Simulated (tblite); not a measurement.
**Geometry relaxation, with input and output: C₃H₉FSi₂ (part 2 of 2)**

Continued. System: C₃H₉FSi₂. Method: GFN2-xTB geometry optimisation, gas phase (tblite 0.8.0). It belongs to a series of runs on one base structure; here: H on C replaced by F.

Geometry of the input (Å):
```
C  2.3782  -0.1097  -0.3392
C  1.2270  -0.7639  -0.5526
F  1.2188  -2.1135  -0.7669
Si -0.4180  0.1089  -0.5405
C  -0.3107  1.7997  0.1988
Si -1.7773  -1.2404  0.6488
H  3.3374  -0.5549  -0.3385
H  2.2781  0.9814  -0.1599
H  -0.8450  0.1436  -1.9413
H  -0.3803  2.5751  -0.5895
H  -1.1534  1.9143  0.9077
H  0.6408  1.8623  0.7811
H  -1.9839  -0.7133  2.0337
H  -3.0557  -1.3055  -0.0625
H  -1.1604  -2.5758  0.6990
```

Trajectory as extended XYZ, continued
```
15
Properties=species:S:1:pos:R:3:forces:R:3 step=41 energy=-520.94422
C     2.4894   -0.0997   -0.3825    0.0350   0.0070   0.0130
C     1.3070   -0.6590   -0.5670   -0.0030   0.0020   0.0010
F     1.2758   -1.9899   -0.8722    0.0310  -0.0220  -0.0090
Si   -0.4459    0.0767   -0.4932   -0.0730   0.0810  -0.0580
C    -0.3411    1.8557    0.1923   -0.0090  -0.0030   0.0100
Si   -1.8502   -1.3375    0.6995    0.0400   0.0180   0.0230
H     3.4104   -0.6527   -0.4679   -0.0010  -0.0230   0.0020
H     2.5653    0.9432   -0.1421   -0.0310   0.0220   0.0010
H    -0.8289    0.1725   -1.9204    0.0000   0.0080   0.0370
H    -0.1953    2.5911   -0.5948    0.0310  -0.0580   0.0130
H    -1.2640    2.1154    0.7037   -0.0040   0.0050  -0.0190
H     0.4666    1.9766    0.9085   -0.0070  -0.0310  -0.0020
H    -2.1017   -0.8620    2.0664    0.0130   0.0040  -0.0180
H    -3.1556   -1.4208    0.0399   -0.0340  -0.0020  -0.0030
H    -1.3362   -2.7015    0.8078    0.0110  -0.0100   0.0080
15
Properties=species:S:1:pos:R:3:forces:R:3 step=44 energy=-520.94618
C     2.4874   -0.0975   -0.3866   -0.0050  -0.0040   0.0300
C     1.3055   -0.6567   -0.5780   -0.0040  -0.0080   0.0230
F     1.2775   -1.9884   -0.8838    0.0190   0.0050  -0.0070
Si   -0.4501    0.0786   -0.4966    0.0060   0.0100   0.0000
C    -0.3428    1.8522    0.1965    0.0010   0.0090  -0.0120
Si   -1.8435   -1.3328    0.7096   -0.0170  -0.0200  -0.0140
H     3.4084   -0.6530   -0.4637   -0.0140   0.0100  -0.0080
H     2.5562    0.9454   -0.1421   -0.0030   0.0040  -0.0080
H    -0.8262    0.1774   -1.9225   -0.0330   0.0110   0.0030
H    -0.1654    2.5731   -0.5969    0.0170   0.0040   0.0330
H    -1.2765    2.1275    0.6817    0.0490   0.0010  -0.0350
H     0.4525    1.9675    0.9284   -0.0460  -0.0360  -0.0070
H    -2.1068   -0.8694    2.0783    0.0310   0.0180  -0.0230
H    -3.1470   -1.4172    0.0430   -0.0230   0.0020   0.0120
H    -1.3336   -2.6989    0.8108    0.0220  -0.0060   0.0140
15
Properties=species:S:1:pos:R:3:forces:R:3 step=46 energy=-520.94713
C     2.4908   -0.0978   -0.3881   -0.0460  -0.0020   0.0140
C     1.3073   -0.6553   -0.5785   -0.0090  -0.0030   0.0130
F     1.2803   -1.9852   -0.8960    0.0040   0.0360   0.0060
Si   -0.4507    0.0813   -0.4912    0.0460  -0.0920   0.0460
C    -0.3451    1.8537    0.1964    0.0060   0.0280  -0.0030
Si   -1.8420   -1.3342    0.7160   -0.0320  -0.0230  -0.0560
H     3.4099   -0.6551   -0.4769   -0.0160   0.0290   0.0040
H     2.5594    0.9444   -0.1379    0.0090  -0.0200  -0.0060
H    -0.8300    0.1749   -1.9135   -0.0450   0.0180  -0.0450
H    -0.1383    2.5650   -0.5972    0.0270   0.0380   0.0190
H    -1.2876    2.1438    0.6540    0.0290  -0.0040  -0.0300
H     0.4303    1.9654    0.9491   -0.0250  -0.0340   0.0030
H    -2.1111   -0.8771    2.0842    0.0310   0.0280  -0.0040
H    -3.1447   -1.4145    0.0436    0.0010  -0.0020   0.0270
H    -1.3331   -2.7013    0.8143    0.0200   0.0030   0.0110
15
Properties=species:S:1:pos:R:3:forces:R:3 step=49 energy=-520.95195
C     2.4890   -0.0970   -0.3857   -0.0240   0.0510  -0.0600
C     1.3069   -0.6521   -0.5844   -0.0090  -0.0020  -0.0330
F     1.2922   -1.9697   -0.9438   -0.0490  -0.0480   0.0280
Si   -0.4522    0.0733   -0.4769   -0.0440  -0.0280  -0.0450
C    -0.3475    1.8525    0.1909    0.0530  -0.0200  -0.0150
Si   -1.8402   -1.3425    0.7333    0.0320   0.0100  -0.0090
H     3.4061   -0.6503   -0.5036    0.0190   0.0190   0.0250
H     2.5580    0.9428   -0.1319    0.0180   0.0180   0.0680
H    -0.8520    0.1813   -1.8982   -0.0130  -0.0190   0.0250
H    -0.0212    2.5395   -0.5823    0.0580   0.0520  -0.0060
H    -1.3127    2.1986    0.5408   -0.1020  -0.0180  -0.0160
H     0.3398    1.9372    1.0245    0.0730  -0.0080   0.0560
H    -2.1137   -0.8967    2.1053    0.0380   0.0350  -0.0190
H    -3.1382   -1.4038    0.0563   -0.0410  -0.0410   0.0090
H    -1.3187   -2.7052    0.8338   -0.0080  -0.0010  -0.0080
15
Properties=species:S:1:pos:R:3:forces:R:3 step=52 energy=-520.95532
C     2.4784   -0.0915   -0.3848    0.0000   0.0310  -0.0620
C     1.3011   -0.6530   -0.5953   -0.0030   0.0090  -0.0330
F     1.2965   -1.9698   -0.9576   -0.0520  -0.0410   0.0350
Si   -0.4589    0.0686   -0.4864   -0.0270   0.0330  -0.0350
C    -0.3436    1.8452    0.1893    0.0250  -0.0400  -0.0090
Si   -1.8351   -1.3420    0.7383   -0.0010  -0.0030   0.0070
H     3.3986   -0.6422   -0.4927    0.0180   0.0240   0.0160
H     2.5431    0.9485   -0.1310    0.0030   0.0110   0.0720
H    -0.8623    0.1932   -1.9048   -0.0170  -0.0360   0.0200
H     0.0286    2.5247   -0.5693    0.0620   0.0610  -0.0010
H    -1.3152    2.2127    0.5010   -0.0710  -0.0290  -0.0280
H     0.3114    1.9115    1.0503    0.0670  -0.0010   0.0510
H    -2.1043   -0.8950    2.1118    0.0450   0.0340  -0.0370
H    -3.1373   -1.4010    0.0671   -0.0260  -0.0570   0.0190
H    -1.3055   -2.7018    0.8423   -0.0230   0.0020  -0.0150
15
Properties=species:S:1:pos:R:3:forces:R:3 step=54 energy=-520.96157
C     2.4583   -0.0790   -0.3845    0.0410  -0.0340  -0.0130
C     1.2899   -0.6545   -0.6109    0.0130   0.0260  -0.0280
F     1.3014   -1.9769   -0.9597   -0.0420   0.0450   0.0360
Si   -0.4728    0.0647   -0.5126    0.0420   0.0510   0.0250
C    -0.3333    1.8311    0.1867   -0.0040  -0.0800  -0.0180
Si   -1.8295   -1.3425    0.7338   -0.0410  -0.0010  -0.0070
H     3.3848   -0.6266   -0.4645   -0.0120   0.0420  -0.0040
H     2.5180    0.9611   -0.1235   -0.0420  -0.0410   0.0210
H    -0.8854    0.2123   -1.9215   -0.0210  -0.0440  -0.0390
H     0.0857    2.5118   -0.5437    0.0770   0.0780  -0.0530
H    -1.3076    2.2177    0.4627   -0.0720  -0.0070   0.0020
H     0.2913    1.8664    1.0712    0.0490   0.0010   0.0830
H    -2.0725   -0.8742    2.1039    0.0320   0.0340  -0.0120
H    -3.1474   -1.4078    0.0889    0.0230  -0.0720   0.0350
H    -1.2853   -2.6957    0.8518   -0.0430   0.0020  -0.0270
15
Properties=species:S:1:pos:R:3:forces:R:3 step=57 energy=-520.96616
C     2.4478   -0.0712   -0.3854    0.0150  -0.0220   0.0270
C     1.2836   -0.6514   -0.6212    0.0070   0.0240  -0.0130
F     1.3015   -1.9747   -0.9636   -0.0330   0.0300   0.0040
Si   -0.4800    0.0633   -0.5250    0.0250   0.0310  -0.0130
C    -0.3246    1.8226    0.1833    0.0110   0.0500   0.0200
Si   -1.8293   -1.3458    0.7301    0.0180   0.0330  -0.0050
H     3.3766   -0.6129   -0.4544    0.0340   0.0000  -0.0170
H     2.5021    0.9655   -0.1121   -0.0520  -0.0170  -0.0080
H    -0.9095    0.2201   -1.9287    0.0040  -0.0500  -0.0280
H     0.1458    2.5044   -0.5216   -0.0060  -0.0360   0.0420
H    -1.3075    2.2262    0.4165    0.0710  -0.0150   0.0030
H     0.2647    1.8327    1.0973   -0.0590   0.0260  -0.0180
H    -2.0447   -0.8564    2.0960    0.0100   0.0280   0.0180
H    -3.1560   -1.4209    0.1091    0.0060  -0.0730   0.0180
H    -1.2749   -2.6935    0.8577   -0.0490  -0.0100  -0.0310
15
Properties=species:S:1:pos:R:3:forces:R:3 step=59 energy=-520.96887
C     2.4520   -0.0722   -0.3866   -0.0070   0.0010   0.0350
C     1.2852   -0.6463   -0.6225   -0.0040  -0.0160   0.0210
F     1.2926   -1.9707   -0.9560   -0.0100  -0.0120  -0.0400
Si   -0.4772    0.0678   -0.5261   -0.0160  -0.0090  -0.0220
C    -0.3216    1.8251    0.1840    0.0010   0.0190   0.0130
Si   -1.8304   -1.3440    0.7260    0.0350   0.0240   0.0020
H     3.3819   -0.6110   -0.4586    0.0250  -0.0120  -0.0070
H     2.5004    0.9620   -0.1057   -0.0160   0.0240  -0.0230
H    -0.9133    0.2098   -1.9305    0.0190  -0.0280  -0.0080
H     0.1459    2.5092   -0.5180    0.0060  -0.0030  -0.0020
H    -1.3048    2.2213    0.4193    0.0160   0.0270   0.0080
H     0.2668    1.8377    1.0969   -0.0270   0.0070   0.0240
H    -2.0370   -0.8462    2.0909    0.0030   0.0140   0.0100
H    -3.1594   -1.4386    0.1140   -0.0020  -0.0350   0.0080
H    -1.2856   -2.6958    0.8511   -0.0240  -0.0020  -0.0180
15
Properties=species:S:1:pos:R:3:forces:R:3 step=62 energy=-520.97166
C     2.4472   -0.0699   -0.3822   -0.0130  -0.0020  -0.0230
C     1.2828   -0.6432   -0.6325   -0.0080  -0.0330   0.0280
F     1.2877   -1.9650   -0.9754    0.0170  -0.0190  -0.0430
Si   -0.4804    0.0679   -0.5355   -0.0160   0.0170   0.0170
C    -0.3151    1.8221    0.1831   -0.0080   0.0560   0.0290
Si   -1.8238   -1.3401    0.7311   -0.0130  -0.0140   0.0080
H     3.3822   -0.6018   -0.4595   -0.0230   0.0140   0.0180
H     2.4820    0.9652   -0.1010    0.0220   0.0050  -0.0060
H    -0.9267    0.2059   -1.9371    0.0300  -0.0170   0.0010
H     0.2102    2.4932   -0.4944   -0.0390  -0.0470   0.0750
H    -1.3002    2.2443    0.3661    0.0530   0.0190  -0.0220
H     0.2170    1.8195    1.1328   -0.0290   0.0060  -0.0690
H    -2.0224   -0.8381    2.0973    0.0090   0.0050  -0.0190
H    -3.1587   -1.4565    0.1323    0.0170   0.0000   0.0130
H    -1.2862   -2.6956    0.8530    0.0020   0.0110  -0.0050
15
Properties=species:S:1:pos:R:3:forces:R:3 step=65 energy=-520.97358
C     2.4382   -0.0675   -0.3796   -0.0070   0.0010  -0.0370
C     1.2780   -0.6478   -0.6347   -0.0180   0.0130  -0.0320
F     1.2922   -1.9642   -1.0000    0.0050   0.0160   0.0130
Si   -0.4862    0.0668   -0.5400    0.0110   0.0100   0.0200
C    -0.3138    1.8194    0.1834   -0.0300   0.0060  -0.0010
Si   -1.8198   -1.3400    0.7364   -0.0010   0.0020  -0.0110
H     3.3762   -0.5934   -0.4565   -0.0070   0.0020   0.0060
H     2.4709    0.9691   -0.1013   -0.0010  -0.0310   0.0230
H    -0.9328    0.2053   -1.9418    0.0340  -0.0150   0.0100
H     0.2583    2.4746   -0.4676    0.0070  -0.0090   0.0250
H    -1.2913    2.2723    0.3204   -0.0040   0.0020  -0.0140
H     0.1719    1.8027    1.1553    0.0140   0.0080  -0.0150
H    -2.0105   -0.8334    2.1001    0.0050   0.0110   0.0120
H    -3.1558   -1.4630    0.1471   -0.0220   0.0000  -0.0030
H    -1.2800   -2.6929    0.8569    0.0170  -0.0170   0.0020
15
Properties=species:S:1:pos:R:3:forces:R:3 step=67 energy=-520.97425
C     2.4375   -0.0676   -0.3846    0.0010   0.0070   0.0060
C     1.2766   -0.6477   -0.6359   -0.0020   0.0220  -0.0370
F     1.2912   -1.9614   -1.0093   -0.0070   0.0070   0.0130
Si   -0.4865    0.0684   -0.5358   -0.0030  -0.0140  -0.0020
C    -0.3158    1.8222    0.1845   -0.0090  -0.0070  -0.0090
Si   -1.8202   -1.3410    0.7380    0.0130  -0.0010  -0.0060
H     3.3766   -0.5903   -0.4619    0.0000  -0.0220  -0.0140
H     2.4720    0.9655   -0.0957   -0.0150  -0.0040   0.0170
H    -0.9318    0.1965   -1.9391    0.0300  -0.0010   0.0130
H     0.2773    2.4695   -0.4539    0.0130   0.0090  -0.0170
H    -1.2908    2.2856    0.2990   -0.0110  -0.0030   0.0000
H     0.1538    1.8042    1.1635   -0.0020   0.0030   0.0210
H    -2.0060   -0.8305    2.1008    0.0000   0.0030   0.0160
H    -3.1565   -1.4706    0.1525   -0.0320   0.0110  -0.0080
H    -1.2817   -2.6950    0.8560    0.0230  -0.0100   0.0080
15
Properties=species:S:1:pos:R:3:forces:R:3 step=70 energy=-520.97476
C     2.4403   -0.0689   -0.3879    0.0050  -0.0040   0.0070
C     1.2779   -0.6458   -0.6389    0.0070   0.0060  -0.0040
F     1.2896   -1.9588   -1.0147   -0.0060   0.0030   0.0000
Si   -0.4848    0.0677   -0.5283   -0.0030   0.0070   0.0030
C    -0.3188    1.8255    0.1847    0.0140   0.0120   0.0010
Si   -1.8205   -1.3425    0.7417   -0.0160  -0.0130   0.0060
H     3.3784   -0.5933   -0.4712   -0.0090  -0.0100  -0.0110
H     2.4758    0.9619   -0.0921   -0.0060   0.0070   0.0120
H    -0.9246    0.1911   -1.9322    0.0080   0.0050  -0.0120
H     0.2821    2.4683   -0.4533   -0.0170  -0.0120   0.0080
H    -1.2947    2.2915    0.2892    0.0230  -0.0180  -0.0040
H     0.1444    1.8123    1.1682   -0.0210   0.0040  -0.0100
H    -2.0120   -0.8363    2.1071    0.0060  -0.0060  -0.0130
H    -3.1566   -1.4672    0.1490    0.0050   0.0080   0.0100
H    -1.2809   -2.6976    0.8569    0.0100   0.0100   0.0070
15
Properties=species:S:1:pos:R:3:forces:R:3 step=72 energy=-520.97501
C     2.4390   -0.0684   -0.3877    0.0000  -0.0030  -0.0030
C     1.2771   -0.6446   -0.6427   -0.0020  -0.0010   0.0170
F     1.2899   -1.9571   -1.0205   -0.0060   0.0070  -0.0050
Si   -0.4859    0.0670   -0.5274    0.0030   0.0080  -0.0040
C    -0.3184    1.8252    0.1844    0.0030   0.0050  -0.0060
Si   -1.8206   -1.3443    0.7435   -0.0070   0.0040  -0.0020
H     3.3761   -0.5938   -0.4739   -0.0010   0.0010  -0.0050
H     2.4728    0.9620   -0.0890    0.0040  -0.0050   0.0100
H    -0.9224    0.1906   -1.9321   -0.0020   0.0060  -0.0160
H     0.2941    2.4637   -0.4466   -0.0110  -0.0130   0.0090
H    -1.2923    2.2976    0.2755    0.0100  -0.0170  -0.0050
H     0.1299    1.8102    1.1742   -0.0050   0.0070   0.0000
H    -2.0096   -0.8369    2.1084    0.0040  -0.0050  -0.0060
H    -3.1578   -1.4661    0.1524    0.0090   0.0000   0.0120
H    -1.2763   -2.6972    0.8596    0.0030   0.0050   0.0040
15
Properties=species:S:1:pos:R:3:forces:R:3 step=75 energy=-520.97516
C     2.4362   -0.0672   -0.3871    0.0010   0.0000   0.0010
C     1.2751   -0.6437   -0.6445   -0.0050  -0.0040   0.0090
F     1.2891   -1.9547   -1.0272   -0.0060   0.0020  -0.0040
Si   -0.4881    0.0673   -0.5305   -0.0010  -0.0010  -0.0100
C    -0.3168    1.8238    0.1841   -0.0070  -0.0060   0.0020
Si   -1.8200   -1.3445    0.7437    0.0140   0.0080  -0.0050
H     3.3737   -0.5917   -0.4742    0.0010   0.0030  -0.0040
H     2.4678    0.9621   -0.0847    0.0090  -0.0080   0.0090
H    -0.9240    0.1905   -1.9361    0.0010   0.0080  -0.0030
H     0.3115    2.4569   -0.4354    0.0020  -0.0010  -0.0040
H    -1.2876    2.3041    0.2584   -0.0090  -0.0070  -0.0040
H     0.1130    1.8050    1.1819    0.0020   0.0040   0.0020
H    -2.0020   -0.8330    2.1074   -0.0010  -0.0020   0.0070
H    -3.1592   -1.4707    0.1607   -0.0050   0.0020   0.0020
H    -1.2730   -2.6961    0.8616    0.0040   0.0030   0.0020
15
Properties=species:S:1:pos:R:3:forces:R:3 step=77 energy=-520.97529
C     2.4364   -0.0675   -0.3876    0.0020  -0.0040   0.0100
C     1.2744   -0.6428   -0.6429    0.0000  -0.0040  -0.0100
F     1.2870   -1.9517   -1.0323   -0.0020  -0.0080  -0.0020
Si   -0.4886    0.0674   -0.5308   -0.0040   0.0000  -0.0010
C    -0.3176    1.8234    0.1843   -0.0060  -0.0060   0.0030
Si   -1.8192   -1.3442    0.7443    0.0080  -0.0010   0.0030
H     3.3734   -0.5922   -0.4787    0.0020   0.0020  -0.0040
H     2.4695    0.9601   -0.0798    0.0080  -0.0020   0.0090
H    -0.9226    0.1909   -1.9372    0.0020   0.0070   0.0010
H     0.3184    2.4522   -0.4313    0.0040   0.0100  -0.0080
H    -1.2876    2.3063    0.2483   -0.0140   0.0010  -0.0030
H     0.1032    1.8067    1.1859    0.0010  -0.0040  -0.0010
H    -2.0006   -0.8339    2.1087    0.0010  -0.0010   0.0030
H    -3.1596   -1.4713    0.1641   -0.0010   0.0010   0.0000
H    -1.2710   -2.6956    0.8632    0.0010   0.0080  -0.0010
15
Properties=species:S:1:pos:R:3:forces:R:3 step=80 energy=-520.97538
C     2.4387   -0.0691   -0.3878    0.0000  -0.0050   0.0060
C     1.2753   -0.6427   -0.6414    0.0030  -0.0010  -0.0060
F     1.2854   -1.9510   -1.0335    0.0030  -0.0040  -0.0040
Si   -0.4876    0.0675   -0.5279    0.0020   0.0000   0.0010
C    -0.3194    1.8246    0.1841   -0.0030   0.0040  -0.0030
Si   -1.8190   -1.3444    0.7454   -0.0040   0.0030   0.0040
H     3.3748   -0.5942   -0.4846    0.0030  -0.0030   0.0000
H     2.4752    0.9574   -0.0764    0.0000  -0.0030   0.0050
H    -0.9197    0.1914   -1.9347   -0.0010   0.0040  -0.0010
H     0.3137    2.4537   -0.4350   -0.0070   0.0040   0.0050
H    -1.2915    2.3039    0.2481   -0.0020   0.0030   0.0000
H     0.1035    1.8121    1.1851   -0.0030  -0.0030  -0.0070
H    -2.0046   -0.8384    2.1110    0.0040   0.0030   0.0010
H    -3.1590   -1.4676    0.1619    0.0060  -0.0040   0.0040
H    -1.2702   -2.6952    0.8639    0.0000   0.0020  -0.0040
```

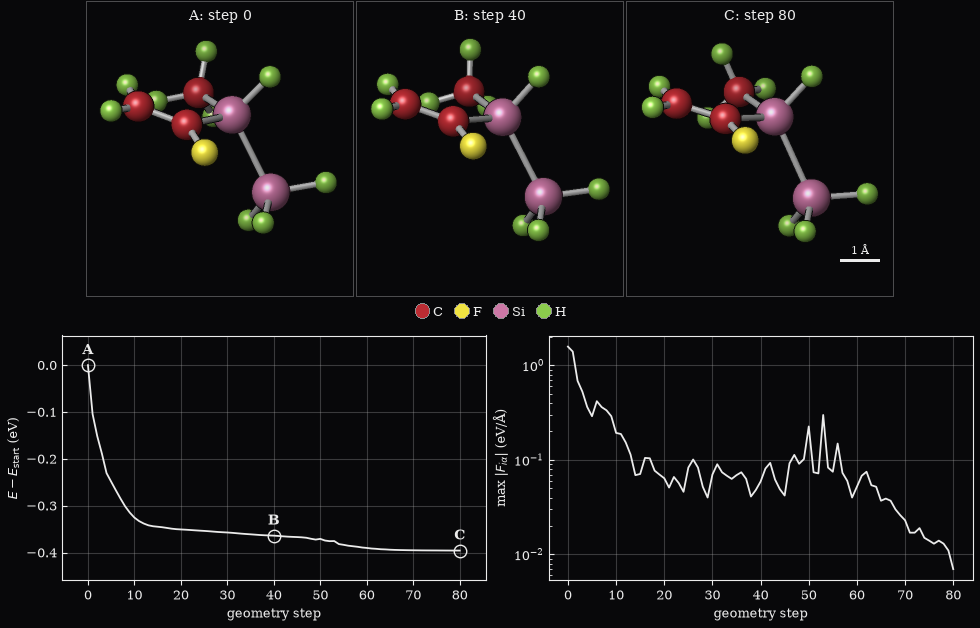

Figure 1. Frames of the relaxation (ball-and-stick view, seen at a tilt) above the curves, on which the letters mark them (steps are counted from 0).

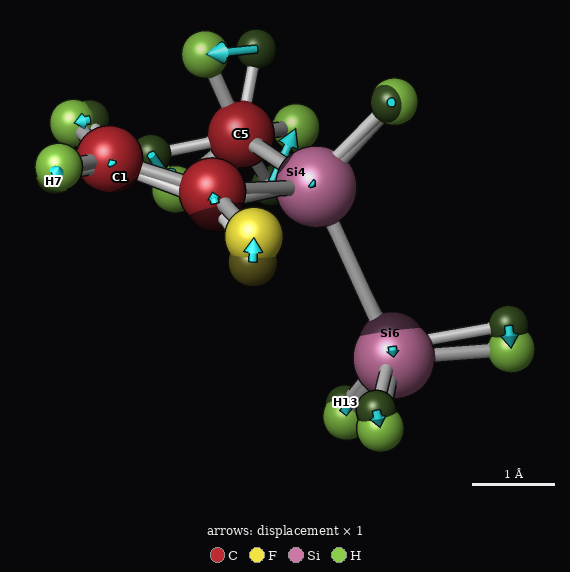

Figure 2. Start (faint) and end (solid) with the displacements as teal arrows, at true length (ball-and-stick view, seen at a tilt). The two geometries are laid on each other by the best rigid fit. Over 80 geometry steps the energy falls by 0.396 eV. The largest force component goes from 1.6 to 0.007 eV/Å. H11 moves most after the best rigid fit: 0.78 Å. Largest moves by element: H 0.78 Å, F 0.32 Å, C 0.16 Å, Si 0.15 Å. Among the contacts that change: Si4–Si6 2.254 → 2.321 Å, Si4–C5 1.848 → 1.903 Å, C2–Si4 1.862 → 1.904 Å, C1–H8 1.110 → 1.073 Å. Among the angles that change: C1–C2–Si4 121.9° → 129.9°, C2–Si4–C5 112.3° → 106.5°, Si4–Si6–H15 108.0° → 113.0°. (Atoms are counted from 1 in the order of the input.)
